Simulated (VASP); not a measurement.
Band structure of TaZn$_{3}$ (space group Pm-3m). Method: PBEsol GGA, VASP's PBE PAW potentials (set 64) (plane waves; VASP).

Unless said otherwise, spin-orbit coupling is left out, though it shifts the bands of the heavy elements here.

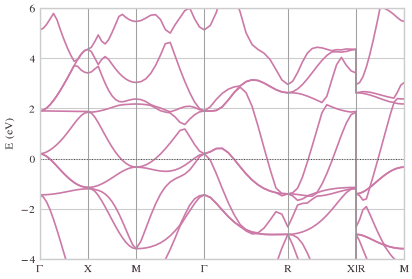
*Bands along high-symmetry lines, zero at the valence-band maximum or, without a gap, the Fermi level*

**Question.** Read the plot: is there a gap, and where are the band edges?

**Answer.** It has no gap at this level: it comes out as a metal or semimetal. (Edges off the drawn lines would not show.)

The structure comes from a computed database's TaZn3 entry (Pm-3m); how it stands against other phases isn't given here. It was relaxed first. The electron count is odd and the run is not spin-polarised, which forces a metal.
